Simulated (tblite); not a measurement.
**C$_{3}$H$_{14}$Si$_{3}$: geometry relaxation**

C$_{3}$H$_{14}$Si$_{3}$, SMILES [SiH3]CC[SiH2]C[SiH3], computed with GFN2-xTB geometry optimisation, gas phase (tblite 0.8.0).

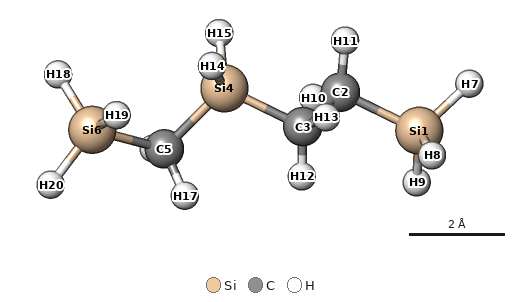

Figure 1. The starting structure (ball-and-stick view, seen at a tilt; atoms are numbered from 1 in the order of the input). Bond lengths as drawn: C–C 1.54 Å, C–H 1.09 to 1.13 Å, C–Si 1.84 to 1.88 Å and H–Si 1.45 to 1.50 Å.

### Input file
```
{"job": {"kind": "relax", "xc": "GFN2-xTB", "basis": "xTB"}, "charge": 0, "multiplicity": 1}
Si    -3.505500     0.450000    -0.379400
C     -1.945000    -0.475300    -0.014200
C     -0.813000     0.564400    -0.030800
Si     0.736000    -0.357300     0.329900
C      1.838100    -0.211800    -1.155100
Si     3.588100    -0.143700    -0.483000
H     -4.632700    -0.100500     0.394000
H     -3.296200     1.847600     0.119600
H     -3.715500     0.445200    -1.813700
H     -1.694400    -1.226100    -0.780700
H     -1.988500    -0.940600     1.015800
H     -0.850500     1.011900    -1.027600
H     -0.967400     1.283200     0.816400
H      1.407300     0.263300     1.499100
H      0.505800    -1.780900     0.648400
H      1.710100    -1.054500    -1.852700
H      1.545200     0.704900    -1.690600
H      4.037900    -1.505300    -0.073100
H      3.530000     0.785100     0.692000
H      4.505000     0.450900    -1.446500
```

The first line tells a small driver script what to run in tblite; the rest is the geometry in Å.

Hardware: 1 CPU thread, shared host.

Run as:
```bash
OMP_NUM_THREADS=1 python <driver script> task.json out
```

### Log
```
step      E/eV     max force
  0    -508.97752    1.516
  1    -509.11212    0.700
  2    -509.17398    0.633
  3    -509.22443    0.546
  4    -509.26254    0.373
  5    -509.28606    0.311
  6    -509.30909    0.371
  7    -509.33499    0.366
  8    -509.35776    0.322
  9    -509.37622    0.265
 10    -509.39398    0.356
 11    -509.41298    0.391
 12    -509.43460    0.334
 13    -509.45446    0.346
 14    -509.46725    0.268
 15    -509.47744    0.260
 16    -509.48806    0.293
 17    -509.49630    0.218
 18    -509.50174    0.164
 19    -509.50559    0.137
 20    -509.50914    0.175
 21    -509.51244    0.151
 22    -509.51491    0.097
 23    -509.51663    0.087
 24    -509.51819    0.084
 25    -509.51988    0.101
 26    -509.52156    0.088
 27    -509.52305    0.098
 28    -509.52439    0.113
 29    -509.52559    0.091
 30    -509.52653    0.075
 31    -509.52731    0.063
 32    -509.52812    0.076
 33    -509.52903    0.074
 34    -509.52995    0.062
 35    -509.53077    0.066
 36    -509.53158    0.068
 37    -509.53257    0.099
 38    -509.53380    0.096
 39    -509.53496    0.070
 40    -509.53594    0.077
 41    -509.53701    0.106
 42    -509.53849    0.151
 43    -509.54051    0.157
 44    -509.54288    0.124
 45    -509.54526    0.126
 46    -509.54760    0.110
 47    -509.54991    0.128
 48    -509.55202    0.089
 49    -509.55385    0.103
 50    -509.55569    0.100
 51    -509.55780    0.108
 52    -509.55998    0.110
 53    -509.56179    0.090
 54    -509.56308    0.087
 55    -509.56420    0.177
 56    -509.56600    0.156
 57    -509.57019    0.079
 58    -509.57247    0.074
 59    -509.57414    0.101
 60    -509.57526    0.100
 61    -509.57725    0.080
 62    -509.57886    0.087
 63    -509.58019    0.069
 64    -509.58090    0.055
 65    -509.58150    0.056
 66    -509.58229    0.064
 67    -509.58322    0.083
 68    -509.58390    0.070
 69    -509.58441    0.044
 70    -509.58470    0.041
 71    -509.58515    0.042
 72    -509.58568    0.059
 73    -509.58638    0.063
 74    -509.58694    0.039
 75    -509.58732    0.042
 76    -509.58763    0.042
 77    -509.58804    0.048
 78    -509.58856    0.061
 79    -509.58911    0.064
 80    -509.58959    0.049
 81    -509.59000    0.044
 82    -509.59040    0.050
 83    -509.59081    0.058
 84    -509.59116    0.054
 85    -509.59144    0.039
 86    -509.59174    0.047
 87    -509.59228    0.053
 88    -509.59326    0.103
 89    -509.59472    0.137
 90    -509.59616    0.113
 91    -509.59707    0.057
 92    -509.59757    0.052
 93    -509.59815    0.056
 94    -509.59907    0.085
 95    -509.60015    0.079
 96    -509.60102    0.062
 97    -509.60163    0.062
 98    -509.60221    0.059
 99    -509.60294    0.062
100    -509.60440    0.063
101    -509.60553    0.074
102    -509.60677    0.087
103    -509.60802    0.089
104    -509.60952    0.079
105    -509.61041    0.056
106    -509.61104    0.047
107    -509.61161    0.057
108    -509.61228    0.089
109    -509.61310    0.075
110    -509.61406    0.050
111    -509.61467    0.049
112    -509.61518    0.063
113    -509.61568    0.061
114    -509.61606    0.043
115    -509.61636    0.045
116    -509.61670    0.043
117    -509.61720    0.049
118    -509.61759    0.032
119    -509.61785    0.035
120    -509.61802    0.032
121    -509.61819    0.029
122    -509.61849    0.034
123    -509.61881    0.039
124    -509.61923    0.043
125    -509.61971    0.044
126    -509.62027    0.051
127    -509.62088    0.056
128    -509.62150    0.065
129    -509.62219    0.057
130    -509.62315    0.083
131    -509.62431    0.118
132    -509.62558    0.111
133    -509.62740    0.066
134    -509.62907    0.063
135    -509.62963    0.065
136    -509.63045    0.081
137    -509.63140    0.055
138    -509.63208    0.047
139    -509.63269    0.049
140    -509.63312    0.045
141    -509.63353    0.044
142    -509.63386    0.040
143    -509.63413    0.029
144    -509.63434    0.029
145    -509.63450    0.035
146    -509.63466    0.027
147    -509.63484    0.033
148    -509.63501    0.027
149    -509.63515    0.023
150    -509.63528    0.023
151    -509.63543    0.026
152    -509.63559    0.031
153    -509.63571    0.026
154    -509.63578    0.018
155    -509.63583    0.017
156    -509.63589    0.018
157    -509.63597    0.023
158    -509.63606    0.026
159    -509.63617    0.024
160    -509.63631    0.026
161    -509.63647    0.030
162    -509.63665    0.031
163    -509.63688    0.038
164    -509.63722    0.045
165    -509.63770    0.048
166    -509.63821    0.042
167    -509.63859    0.032
168    -509.63881    0.035
169    -509.63898    0.042
170    -509.63919    0.041
171    -509.63946    0.029
172    -509.63965    0.033
173    -509.63978    0.028
174    -509.63988    0.026
175    -509.63997    0.023
176    -509.64004    0.020
177    -509.64011    0.019
178    -509.64017    0.017
179    -509.64023    0.016
180    -509.64030    0.015
181    -509.64036    0.014
182    -509.64040    0.013
183    -509.64043    0.012
184    -509.64046    0.010
185    -509.64048    0.009
```

### Trajectory as extended XYZ (Å, eV, eV/Å), 5 of the 186 frames kept, from step=0 to step=185
```
20
Properties=species:S:1:pos:R:3:forces:R:3 step=0 energy=-508.97752
Si   -3.5055    0.4500   -0.3794   -1.0640   0.7950   0.4570
C    -1.9450   -0.4753   -0.0142    0.5330  -0.4070   0.9260
C    -0.8130    0.5644   -0.0308   -1.0180   0.1340   0.6660
Si    0.7360   -0.3573    0.3299    0.9000  -0.7060   0.9950
C     1.8381   -0.2118   -1.1551    0.1110  -0.0820  -0.9370
Si    3.5881   -0.1437   -0.4830    0.5060   0.1300   0.4670
H    -4.6327   -0.1005    0.3940    0.0370   0.0150  -0.2330
H    -3.2962    1.8476    0.1196   -0.1990  -0.4120  -0.2540
H    -3.7155    0.4452   -1.8137   -0.1580   0.0570  -0.2560
H    -1.6944   -1.2261   -0.7807   -0.2730   0.0030   0.5660
H    -1.9885   -0.9406    1.0158    0.1260   0.1630  -1.2170
H    -0.8505    1.0119   -1.0276    0.1820   0.4510   0.4690
H    -0.9674    1.2832    0.8164   -0.1380  -0.2050  -1.1680
H     1.4073    0.2633    1.4991   -0.2900  -0.1680  -0.0330
H     0.5058   -1.7809    0.6484    0.0350   0.1330   0.0210
H     1.7101   -1.0545   -1.8527    0.0570   0.3710   0.2010
H     1.5452    0.7049   -1.6906    0.3920  -0.3330   0.0240
H     4.0379   -1.5053   -0.0731   -0.1510   0.4870  -0.1330
H     3.5300    0.7851    0.6920    0.2730  -0.3860  -0.4210
H     4.5050    0.4509   -1.4465    0.1370  -0.0400  -0.1390
20
Properties=species:S:1:pos:R:3:forces:R:3 step=46 energy=-509.54760
Si   -3.7179    0.4721   -0.3747    0.0260  -0.0300  -0.0140
C    -2.0975   -0.4190    0.0741    0.0000  -0.0280  -0.0260
C    -0.8789    0.4971   -0.0425    0.0120  -0.0040  -0.0020
Si    0.7541   -0.3861    0.4122    0.0580   0.0270  -0.0870
C     2.0069   -0.1206   -0.9968    0.0640   0.0190  -0.0180
Si    3.8564   -0.1458   -0.5557   -0.0400  -0.0150  -0.0520
H    -4.8776   -0.2779    0.1112    0.0140  -0.0190  -0.0030
H    -3.6951    1.7996    0.2408   -0.0410   0.0380   0.0120
H    -3.8136    0.6144   -1.8334    0.0210   0.0100   0.0550
H    -1.9510   -1.2758   -0.5851   -0.0380  -0.0490  -0.0240
H    -2.1349   -0.8267    1.0855   -0.0760   0.0460   0.0290
H    -0.8344    0.8930   -1.0602    0.0210  -0.0070   0.0270
H    -1.0229    1.3568    0.6142    0.0060   0.0250  -0.0170
H     1.2517    0.1176    1.6948    0.0320   0.0760   0.0560
H     0.4991   -1.8195    0.5912    0.0170  -0.0770  -0.0310
H     1.8147   -0.8731   -1.7649    0.0460   0.0470   0.0150
H     1.8086    0.8436   -1.4700   -0.0390  -0.0210   0.0120
H     4.2646   -1.4731   -0.0911   -0.0340   0.0140   0.0240
H     4.1254    0.8566    0.4817    0.0010  -0.0530  -0.0570
H     4.6371    0.1773   -1.7634   -0.0490   0.0000   0.0990
20
Properties=species:S:1:pos:R:3:forces:R:3 step=92 energy=-509.59757
Si   -3.7527    0.4214   -0.2935    0.0050   0.0090   0.0100
C    -2.1202   -0.4037    0.2206    0.0180   0.0000   0.0070
C    -0.9148    0.4378   -0.2044   -0.0110  -0.0040   0.0040
Si    0.7663   -0.3316    0.2723   -0.0230   0.0010   0.0120
C     2.0790    0.0929   -1.0364   -0.0190  -0.0100  -0.0100
Si    3.8698   -0.2413   -0.5103    0.0030   0.0150   0.0240
H    -4.8744   -0.4846   -0.0442   -0.0160   0.0120   0.0130
H    -3.9235    1.6667    0.4633   -0.0130  -0.0380  -0.0150
H    -3.6801    0.7411   -1.7217   -0.0360  -0.0040  -0.0150
H    -2.0383   -1.3977   -0.2244   -0.0120   0.0220  -0.0100
H    -2.1008   -0.5571    1.3015    0.0450   0.0230  -0.0080
H    -0.9677    0.5928   -1.2849    0.0360  -0.0060   0.0160
H    -1.0066    1.4285    0.2480    0.0370  -0.0180  -0.0320
H     1.1636    0.1690    1.5950   -0.0030   0.0080   0.0170
H     0.6293   -1.7931    0.3591    0.0060   0.0040  -0.0160
H     1.8668   -0.4898   -1.9336   -0.0050   0.0130  -0.0200
H     1.9830    1.1390   -1.3305    0.0060  -0.0130   0.0250
H     3.9850   -1.6076    0.0006    0.0140  -0.0150  -0.0190
H     4.2533    0.7001    0.5437    0.0040   0.0020  -0.0070
H     4.7777   -0.0721   -1.6526   -0.0360   0.0000   0.0220
20
Properties=species:S:1:pos:R:3:forces:R:3 step=139 energy=-509.63269
Si   -3.7848    0.4254   -0.1717   -0.0260   0.0090  -0.0280
C    -2.1028   -0.3428    0.2643    0.0000   0.0070  -0.0220
C    -0.9355    0.3110   -0.4770   -0.0030  -0.0120  -0.0060
Si    0.7433   -0.3508    0.1320   -0.0090   0.0130  -0.0280
C     2.1583    0.2769   -0.9686   -0.0200  -0.0340   0.0070
Si    3.8814   -0.2987   -0.4261   -0.0230  -0.0410   0.0130
H    -4.8534   -0.3053    0.5153    0.0140   0.0090  -0.0230
H    -3.8155    1.8314    0.2420    0.0180  -0.0090  -0.0020
H    -3.9792    0.3529   -1.6243   -0.0150  -0.0040   0.0350
H    -2.1170   -1.4090    0.0287    0.0260   0.0010   0.0260
H    -1.9270   -0.2733    1.3394   -0.0180   0.0120   0.0070
H    -1.0556    0.1387   -1.5490    0.0050   0.0100   0.0170
H    -0.9788    1.3937   -0.3372   -0.0010  -0.0140   0.0040
H     0.9393    0.1074    1.5144    0.0100  -0.0110   0.0180
H     0.7049   -1.8196    0.1178    0.0150  -0.0070  -0.0060
H     1.9843   -0.0458   -1.9959    0.0000   0.0080   0.0140
H     2.1375    1.3666   -0.9872    0.0120   0.0040  -0.0120
H     3.9256   -1.7623   -0.3578   -0.0040   0.0380  -0.0190
H     4.1821    0.2507    0.8963    0.0180   0.0120   0.0040
H     4.8878    0.1638   -1.3874    0.0010   0.0100   0.0020
20
Properties=species:S:1:pos:R:3:forces:R:3 step=185 energy=-509.64048
Si   -3.7785    0.4390   -0.2169   -0.0070  -0.0060   0.0000
C    -2.1105   -0.2840    0.3373    0.0010  -0.0040   0.0000
C    -0.9314    0.2711   -0.4616   -0.0030   0.0000   0.0050
Si    0.7379   -0.4398    0.1159   -0.0010   0.0010   0.0000
C     2.1431    0.2898   -0.9312    0.0040   0.0010  -0.0050
Si    3.8848   -0.2720   -0.4381    0.0080   0.0000   0.0010
H    -4.8624   -0.1556    0.5679    0.0020   0.0040   0.0000
H    -3.7680    1.8913   -0.0222    0.0000   0.0000   0.0000
H    -3.9862    0.1480   -1.6381    0.0000   0.0000  -0.0010
H    -2.1257   -1.3714    0.2400    0.0030   0.0040   0.0020
H    -1.9505   -0.0790    1.3978   -0.0010   0.0000  -0.0020
H    -1.0857    0.0534   -1.5207    0.0030   0.0030   0.0010
H    -0.9233    1.3600   -0.3745    0.0030  -0.0030  -0.0010
H     0.9349   -0.1047    1.5334   -0.0020   0.0010   0.0020
H     0.7106   -1.9026   -0.0249    0.0010  -0.0010   0.0010
H     1.9746    0.0337   -1.9778    0.0050   0.0050   0.0010
H     2.0995    1.3782   -0.8790   -0.0030  -0.0010  -0.0010
H     3.9940   -1.7265   -0.5606   -0.0020   0.0030  -0.0010
H     4.1647    0.1242    0.9433   -0.0040  -0.0020  -0.0070
H     4.8730    0.3574   -1.3222   -0.0060  -0.0050   0.0050
```

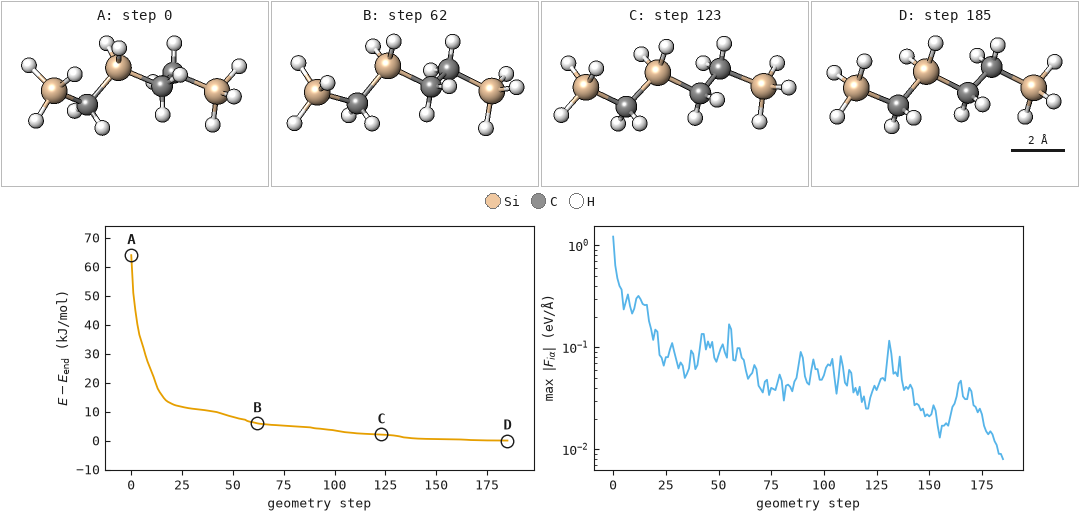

Figure 2. Frames of the relaxation (ball-and-stick view, seen at a tilt) above the curves, on which the letters mark them (steps are counted from 0).

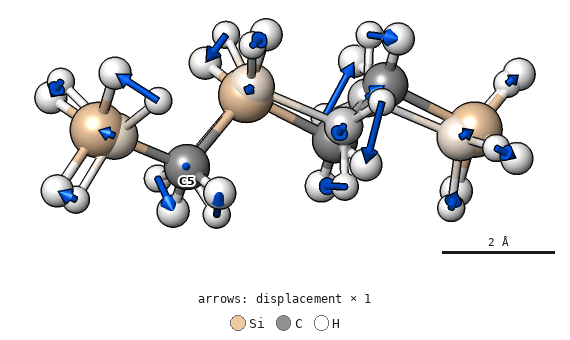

Figure 3. Start (faint) and end (solid) with the displacements as blue arrows, at true length (ball-and-stick view, seen at a tilt). The two geometries are laid on each other by the best rigid fit. Over 185 geometry steps the energy falls by 64.0 kJ/mol. The largest force component goes from 1.2 to 0.008 eV/Å. The atom that moves furthest after the best rigid fit is H13 (1.23 Å). By element the largest moves are H 1.23 Å, C 0.62 Å, Si 0.33 Å. Distances before and after: C3–Si4 1.838 → 1.904 Å, Si1–C2 1.851 → 1.901 Å, C2–H11 1.131 → 1.092 Å, Si6–H19 1.499 → 1.464 Å. Among the angles that change: Si4–C5–Si6 105.7° → 115.0°, H12–C3–H13 114.9° → 106.1°, Si1–C2–C3 106.3° → 112.7°. (Atoms are counted from 1 in the order of the input.)

### Results in brief

- outcome: converged
- total energy: −509.6405 eV
- wall time: 1.6 s
- peak memory: 0.18 GiB
